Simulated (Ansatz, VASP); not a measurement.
# ZnO (zincite): VASP beside Ansatz

Wanted: the spread between two codes on one cell, functional and k mesh.

Main program and level: Ansatz 0.2.0; plane waves, with VASP 6.6.1 beside it; single point at PBE and single point at LDA.

**1. The structure**

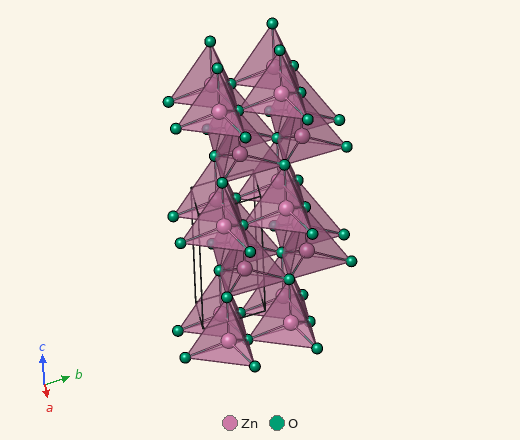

The cell as given, slightly off an axis (zinc pink, oxygen teal). 2×2×2 cells are drawn. Some periodic images of atoms are drawn too.

**2. VASP: single point, PBE**

A single point gives forces, pressure and levels at one fixed geometry, so differences don't come from the geometry; what else differs is listed under the comparison.

Lines of VASP's logs that name or quote its potential files are left out, and so is its time.

INCAR

```
SYSTEM = ZnO
PREC = Accurate
ENCUT = 520
EDIFF = 1E-07
NELM = 100
ISMEAR = 0
SIGMA = 0.05
LREAL = .FALSE.
ALGO = Normal
GGA = PE
NBANDS = 24
LORBIT = 11
LWAVE = .FALSE.
LCHARG = .FALSE.
KPAR = 4
```

POSCAR

```
ZnO
1.0
    3.2493080000      0.0000000000      0.0000000000
   -1.6246540000      2.8139832727      0.0000000000
    0.0000000000      0.0000000000      5.2057090000
Zn O
2 2
Direct
    0.6666666667      0.3333333333      0.0000000000
    0.3333333333      0.6666666667      0.5000000000
    0.3333333333      0.6666666667      0.8790100000
    0.6666666667      0.3333333333      0.3790100000
```

KPOINTS

```
Automatic mesh
0
Gamma
8 8 5
0 0 0
```

Potentials, in the order of the species: Zn and O (PBE family, release 64).

Launch:

```
$ mpirun -np 4 vasp_std
```

Numbers of over 12 decimals in the logs are rounded to 6 here.

Output:

```text
[banner, memory and clock lines left out]
running    4 mpi-ranks, on    1 nodes
 distrk:  each k-point on    1 cores,    4 groups
 distr:  one band on    1 cores,    1 groups

 POSCAR found type information on POSCAR ZnO
 POSCAR found :  2 types and       4 ions
 LDA part: xc-table for (Slater+PW92), standard interpolation
 POSCAR, INCAR and KPOINTS ok, starting setup
 FFT: planning ... GRIDC
 FFT: planning ... GRID_SOFT
 FFT: planning ... GRID
 WAVECAR not read
 entering main loop
       N       E                     dE             d eps       ncg     rms          rms(c)
DAV:   1     0.280790338803E+03    0.28079E+03   -0.18695E+04  1464   0.219E+03
DAV:   2     0.658407105116E+01   -0.27421E+03   -0.26080E+03  1568   0.422E+02
DAV:   3    -0.206439255831E+02   -0.27228E+02   -0.27007E+02  1616   0.139E+02
DAV:   4    -0.210618370989E+02   -0.41791E+00   -0.41766E+00  1688   0.183E+01
DAV:   5    -0.210643542348E+02   -0.25171E-02   -0.25171E-02  1640   0.136E+00    0.147E+01
DAV:   6    -0.176703757714E+02    0.33940E+01   -0.90311E+00  2496   0.666E+01    0.905E+00
DAV:   7    -0.178517455153E+02   -0.18137E+00   -0.27202E+00  1480   0.182E+01    0.537E+00
DAV:   8    -0.178663707980E+02   -0.14625E-01   -0.60589E-01  2176   0.780E+00    0.166E+00
DAV:   9    -0.178145217654E+02    0.51849E-01   -0.12586E-01  2200   0.665E+00    0.311E-01
DAV:  10    -0.178175029728E+02   -0.29812E-02   -0.43961E-02  1472   0.146E+00    0.144E-01
DAV:  11    -0.178174992626E+02    0.37102E-05   -0.97114E-04  1984   0.339E-01    0.293E-02
DAV:  12    -0.178175538225E+02   -0.54560E-04   -0.77639E-05  1664   0.105E-01    0.304E-02
DAV:  13    -0.178175495651E+02    0.42574E-05   -0.20122E-05  1928   0.897E-02    0.111E-02
DAV:  14    -0.178175485279E+02    0.10372E-05   -0.89536E-06  1704   0.358E-02    0.390E-03
DAV:  15    -0.178175480784E+02    0.44945E-06   -0.12249E-06  1920   0.109E-02    0.112E-03
DAV:  16    -0.178175480263E+02    0.52096E-07   -0.13041E-07   912   0.333E-03
   1 F= -.17817548E+02 E0= -.17817548E+02  d E =-.575350E-16
```

Parts of OUTCAR (step 2):

```text
ion  position               nearest neighbor table
   1  0.667  0.333  0.000-   4 1.97   3 1.98   3 1.98   3 1.98
   2  0.333  0.667  0.500-   3 1.97   4 1.98   4 1.98   4 1.98
   3  0.333  0.667  0.879-   2 1.97   1 1.98   1 1.98   1 1.98
   4  0.667  0.333  0.379-   1 1.97   2 1.98   2 1.98   2 1.98

  LATTYP: Found a hexagonal cell.
 ALAT       =     3.2493080000
 C/A-ratio  =     1.6020977390

 Subroutine GETGRP returns: Found 12 space group operations
 (whereof  6 operations were pure point group operations)

The static configuration has the point symmetry C_3v.
 The point group associated with its full space group is C_6v.

 Found     30 irreducible k-points:

   k-points           NKPTS =     30   k-points in BZ     NKDIM =     30   number of bands    NBANDS=     24

   dimension x,y,z NGX =    24 NGY =   24 NGZ =   40
   dimension x,y,z NGXF=    48 NGYF=   48 NGZF=   80

   ENCUT  =  520.0 eV  38.22 Ry    6.18 a.u.   6.04  6.04  9.68*2*pi/ulx,y,z

   NELECT =      36.0000    total number of electrons

 k-points in reciprocal lattice and weights: Automatic mesh
   0.00000000  0.00000000  0.00000000       0.003
   0.12500000  0.00000000  0.00000000       0.019
   0.25000000  0.00000000  0.00000000       0.019
   0.37500000  0.00000000  0.00000000       0.019
   0.50000000  0.00000000  0.00000000       0.009
   0.12500000  0.12500000  0.00000000       0.019
   0.25000000  0.12500000  0.00000000       0.038
   0.37500000  0.12500000  0.00000000       0.038
   0.25000000  0.25000000  0.00000000       0.019
[...]
0.25000000  0.25000000  0.40000000       0.038
   0.37500000  0.25000000  0.40000000       0.038

 average (electrostatic) potential at core
       1 -35.8009       2 -35.8009       3 -73.1443       4 -73.1443

 E-fermi :   1.4705

 k-point     1 :       0.0000    0.0000    0.0000
  band No.  band energies     occupation
    ...
     14       0.3909      2.00000
     15       0.3909      2.00000
     16       1.1317      2.00000
     17       1.2024      2.00000
     18       1.2024      2.00000
     19       1.9906      0.00000
     20       6.4098      0.00000
     21       9.4642      0.00000
     22      14.0483      0.00000
     23      14.0483      0.00000
    ...

 k-point     2 :       0.1250    0.0000    0.0000
  band No.  band energies     occupation
    ...
     14      -0.1563      2.00000
     15       0.1860      2.00000
     16       0.4016      2.00000
     17       1.0262      2.00000
     18       1.0935      2.00000
     19       3.0019      0.00000
     20       7.0294      0.00000
     21       9.4533      0.00000
     22      12.6557      0.00000
     23      14.1997      0.00000
    ...

 k-point     3 :       0.2500    0.0000    0.0000
  band No.  band energies     occupation
    ...
     14      -1.2930      2.00000
     15      -0.5052      2.00000
     16      -0.3101      2.00000
     17       0.7038      2.00000
     18       0.8135      2.00000
     19       4.4618      0.00000
     20       8.2251      0.00000
     21       9.3774      0.00000
     22      10.8199      0.00000
     23      12.8234      0.00000
    ...

  Total        1.6269213      1.6269213      2.1547827      0.0000000      0.0000000      0.0000000
  in kB       54.7626988     54.7626988     72.5306861      0.0000000      0.0000000      0.0000000
  external PRESSURE =      60.6853613 kB  Pullay stress =       0.0000000 kB

  energy-cutoff  :      520.00
  volume of cell :       47.60
      direct lattice vectors                 reciprocal lattice vectors
     3.249308000  0.000000000  0.000000000     0.307757836  0.177684070  0.000000000
    -1.624654000  2.813983273  0.000000000     0.000000000  0.355368139  0.000000000
     0.000000000  0.000000000  5.205709000     0.000000000  0.000000000  0.192096792

 POSITION                                       TOTAL-FORCE (eV/Angst)
 -----------------------------------------------------------------------------------
      1.62465      0.93799      0.00000        -0.000000      0.000000     -0.075020
     -0.00000      1.87599      2.60285         0.000000      0.000000     -0.075020
     -0.00000      1.87599      4.57587        -0.000000      0.000000      0.075020
      1.62465      0.93799      1.97302         0.000000      0.000000      0.075020
 -----------------------------------------------------------------------------------
    total drift:                               -0.000000     -0.000000     -0.000171

  FREE ENERGIE OF THE ION-ELECTRON SYSTEM (eV)
  ---------------------------------------------------
  free  energy   TOTEN  =       -17.8175480263 eV

  energy  without entropy=      -17.8175480263  energy(sigma->0) =      -17.81754803

 total charge
# of ion       s       p       d       tot
------------------------------------------
    1        0.457   0.488   9.904  10.850
    2        0.457   0.488   9.904  10.850
    3        1.550   3.459   0.000   5.009
    4        1.550   3.459   0.000   5.009
--------------------------------------------------
tot          4.014   7.895  19.808  31.717

[... 3 further parts left out ...]
```

The run ends at a pressure of 6.07 GPa, with forces up to 0.075 eV/Å.

**3. Ansatz: single point, PBE**

Ansatz runs on its default PAW (the set named soft_2) files.

The same cell, functional, mesh and smearing now go to Ansatz, which takes its cutoff from its data sets.

input.yaml

```yaml
crystal:
  lattice:
    - [3.249308, 0.0, 0.0]
    - [-1.624654, 2.8139832727, 0.0]
    - [0.0, 0.0, 5.205709]
  atoms:
    - { symbol: Zn, position: [0.6666666667, 0.3333333333, 0.0] }
    - { symbol: Zn, position: [0.3333333333, 0.6666666667, 0.5] }
    - { symbol: O, position: [0.3333333333, 0.6666666667, 0.87901] }
    - { symbol: O, position: [0.6666666667, 0.3333333333, 0.37901] }
hamiltonian:
  xc: pbe
  pseudopotentials: { kind: paw }
kpoints:
  mp_grid: { grid: [8, 8, 5] }
scf:
  occupations: { method: gaussian, width: 0.05 }
  n_extra_bands: 5
output:
  forces: true
  stress: true
  eigenvalues: true
```

Launch:

```
$ ansatz run input.yaml --threads 2 --pin off --max-ram 4608MiB --backend cpu --events-out ev --progress --plain --runs-dir out
```

Output:

```text
scf.n_extra_bands = 5 over 18 filled bands (N_el = 36.0): the run solves 23 bands
Engine: ansatz 0.2.0, aarch64-unknown-linux-gnu
Pseudopotentials: kind: paw
Pseudopotential: Zn, paw, valence charge 12, recommended cutoff 420 eV (normal), Zn.paw.azcp
Pseudopotential: O, paw, valence charge 6, recommended cutoff 420 eV (normal), O.paw.azcp
Functional definition: PBE
  parameter kappa = 0.804
  parameter beta = 0.066725
  exchange = pbe_x(kappa = kappa, mu = beta*pi^2/3)
  correlation = pbe_c(beta = beta)
Crystal: 4 atoms, lattice volume = 47.598 Å³
Basis set: ecut = 420 eV, 941 PW (Γ), exchange–correlation on 48×48×72 points (8 copies of the dense FFT grid, shifted against one another)
Bands: 23, of which v1, the nominal top of the filled ones, is band 18 counted from 1 (17 counted from 0)
Symmetry: 12 space group operations
Space group: P63mc (ITA 186), of the structure as read, at distance tolerance 3.6e-5 Å
k-points: 30 of 320 (time reversal used)
Non-local potential: Zn, projectors of the file, l = 0: 2, l = 1: 2, l = 2: 3, l = 3: 1
Non-local potential: O, projectors of the file, l = 0: 2, l = 1: 2, l = 2: 1
PAW form: soft (Blöchl's): semilocal exchange-correlation on the pseudo side does not see the compensation charge
PAW one-centre angular grid: Zn, 590 points (default); XC on 64 Gauss nodes
PAW one-centre angular grid: O, 110 points (default); XC on 64 Gauss nodes
Initial density: superposition of atomic densities (neutral atoms: chi_scale 0, normalization atom), corrected by the library's trained network
Initial wavefunctions: pseudopotential atomic-orbital guess
Functional: x = pbe(κ = 0.804, μ = 0.219515), c = pbe(β = 0.066725)
SCF iter   1: F=—  HF=-7773.664865 eV  |F-HF|=—  |Δ(HF+E_count)|=         —  Δρ=6.64e-4  dr2=6.41e-5  ethr=1.77e-3  ⟨swp⟩=6.2  Hψ=3161  notcnv=0
preconditioner: auto → Resta (q_TF=auto, 2.604 Å⁻¹)  ε∞=6.8  [insulator: Δε(μ)=0.806 eV  Ē_g=13.435 eV  σ=0.050 eV  W_gap=1.00  n_scr=22 (ndim 8)  ℏωp=32.3 eV  f_vac=0.035  D(μ)=0.00/eV (n_scr^D=0)  ε∞_Penn≈6.8]
SCF iter   2: F=—  HF=-7773.666004 eV  |F-HF|=—  |Δ(HF+E_count)|=   1.14e-3  Δρ=4.03e-4  dr2=2.60e-5  ethr=1.78e-7  ⟨swp⟩=2.9  Hψ=1705  notcnv=0
SCF iter   3: F=—  HF=-7773.666089 eV  |F-HF|=—  |Δ(HF+E_count)|=   8.44e-5  Δρ=2.24e-4  dr2=1.07e-5  ethr=7.24e-8  ⟨swp⟩=2.0  Hψ=1138  notcnv=0
SCF iter   4: F=—  HF=-7773.666129 eV  |F-HF|=—  |Δ(HF+E_count)|=   4.00e-5  Δρ=7.65e-5  dr2=1.98e-6  ethr=2.97e-8  ⟨swp⟩=2.0  Hψ=1198  notcnv=0
SCF iter   5: F=—  HF=-7773.666129 eV  |F-HF|=—  |Δ(HF+E_count)|=   2.36e-7  Δρ=2.26e-5  dr2=1.96e-7  ethr=5.51e-9  ⟨swp⟩=2.1  Hψ=1188  notcnv=0
SCF iter   6: F=-7773.666129 eV  HF=-7773.666129 eV  |F-HF|=8.09e-8  |Δ(HF+E_count)|=   1.70e-7  Δρ=1.10e-5  dr2=2.97e-8  ethr=2.78e-10  ⟨swp⟩=6.6  Hψ=3078  notcnv=0
SCF 1 converged in 6 iterations: F = -7773.666129 eV  dr2 = 2.97e-8
  greatest PAW one-centre occupation: 0.987 electrons in one spin orbital (limit 2), on the Zn atom at site 0 (counted from 0), in its partial waves of l = 2
SCF converged after 6 iterations
Free energy (F): -7773.666129 eV
Harris-Foulkes:  -7773.666129 eV  (|F-HF|=8.09e-8)
Internal energy: -7773.666129 eV  (E = F + TS)
E sigma→0 (E₀):  -7773.666129 eV
Fermi energy:    7.625277 eV
--- Per-component energies (eV) ---
  E_band       = 65.625147
  E_kinetic    = 611.975354
  E_local      = -4003.451584  (includes V_loc(G=0)·N_el)
  E_nonlocal   = 1335.429965
  E_hartree    = 1645.555254
  E_xc         = -420.048671
  E_vxc        = -289.986738  (∫ρ·V_xc dr)
  E_paw        = -3980.535947  (= ΣΔE_a)
  E_vpaw       = -879.459873  (= ΣTr[D̂ρ^β])
  E_aug_tail   = 0.004244  (compensation charges beyond the density's cutoff)
  E_ewald      = -2962.594745
  E_smearing   = -0.000000  (= −TS)
  E_closure    = -0.000000  (closes the sum)
  Σ components = -7773.666129   (vs F -7773.666129, Δ=0.00e0)
--- Forces (eV/Å), atoms counted from 1 ---
  atom   1  Zn    -0.00000000     0.00000000    -0.06989923
  atom   2  Zn     0.00000000    -0.00000000    -0.06989923
  atom   3  O     -0.00000000     0.00000000     0.06989499
  atom   4  O      0.00000000    -0.00000000     0.06989499
  max |Σ_I F_I| component: 8.49e-6 eV/Å
--- Stress (GPa, compression-positive) ---
        4.344886       0.000000      -0.000000
        0.000000       4.344886      -0.000000
        0.000000       0.000000       6.051114
  P = ⅓ Tr σ = 4.9136 GPa (49.136 kbar)
--- Band table (eV; the first three rows and the last of 30) ---
  k-point 0: bands = [... 14 lower, 6.4118, 7.1495, 7.2220, 7.2220, 8.0264, 12.4529, 15.4878, 20.0994, ... 1 higher]
  k-point 1: bands = [... 14 lower, 6.4907, 6.4907, 7.1461, 7.1461, 8.8641, 12.1202, 15.7889, 20.0909, ... 1 higher]
  k-point 2: bands = [... 14 lower, 6.6962, 6.6962, 6.9467, 6.9467, 10.0894, 11.2529, 16.6823, 18.1723, ... 1 higher]
  k-point 29: bands = [... 14 lower, 4.4221, 4.9905, 5.8291, 6.0236, 14.3138, 14.6605, 15.4610, 15.9028, ... 1 higher]
```

The job ended after 2 s (2 threads of Arm Neoverse V2, shared host; peak memory 0.32 GiB).

The run ends at a pressure of 4.91 GPa, with forces up to 0.070 eV/Å.

**4. Differences**

Known differences besides the PAW data sets themselves: the cutoff is 420 eV in Ansatz and 520 eV in VASP; VASP leaves aspherical gradient terms in its spheres out (LASPH is not set), Ansatz keeps them. Total energies have different zeros and are not compared.

Compared:

```csv
quantity,Ansatz,VASP,difference
pressure (GPa),4.91,6.07,-1.15
gap on the k mesh (eV),0.804,0.788,+0.016
```

Forces (eV/Å; atoms numbered as in POSCAR):

```csv
atom,"Ansatz x, y, z","VASP x, y, z"
Zn1,"0.000, 0.000, -0.070","0.000, 0.000, -0.075"
Zn2,"0.000, 0.000, -0.070","0.000, 0.000, -0.075"
O3,"0.000, 0.000, 0.070","0.000, 0.000, 0.075"
O4,"0.000, 0.000, 0.070","0.000, 0.000, 0.075"
```

The forces differ by 3.0 meV/Å r.m.s., which is 6.8 % of the r.m.s. force of 0.04 eV/Å (both taken over all components). Ansatz's pressure holds a Pulay correction of 0.74 GPa; VASP's holds none.

**5. Looking for the cause**

The difference is large enough to ask for its cause, so further runs change the set-up of one program at a time, as the table lists.

```csv
run,difference in pressure (GPa)
as above,-1.2
Ansatz's all-electron LAPW method,-1.3
Ansatz's larger PAW set (cutoff 900 eV),-1.2
norm-conserving potentials (cutoff 1240 eV),-1.4
```

(Continued in part 2 of 2.)

[Lines on the potential files, build, host, timing and source positions are cut from VASP's logs without a mark.]

[Logs are printed without paths, hosts, clocks, repeated set-up lines and the standing remarks that a program may print on its own settings, such as how far it seeks lower states.]

[Hosts, paths, dates, database ids (printed as entryN), source tags and the programs' standing remarks are cut or masked in the printed files.]
